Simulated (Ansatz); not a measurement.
The figure comes from a scan of Au (fcc, Cu type): the cell is scaled evenly about its relaxed volume V₀. The numbers are results of r2SCAN (plane waves to 500 eV, PAW, scalar-relativistic; Ansatz, an electronic-structure program), not measurements. k mesh 19×19×19 (Γ-centred), Fermi-Dirac smearing 0.05 eV. Compression counts positive. Au was relaxed with its symmetry unable to fall. Spin-orbit coupling is left out, though Au is heavy. The PAW data are Ansatz's earlier set. 

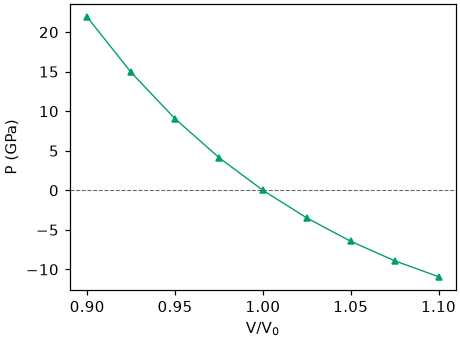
Fig. 1. P (GPa) against V/V₀; computed points joined by lines.

Q: List the plotted points as numbers.

A: To the nearest 0.5:

```
V/V₀   P (GPa)
-----  -------
0.900     22.0
0.925     15.0
0.950      9.0
0.975      4.0
1.000      0.0
1.025     -3.5
1.050     -6.5
1.075     -9.0
1.100    -11.0
```

(Under strain, the slope of the energy per volume gives the stress and its curvature an elastic modulus.)
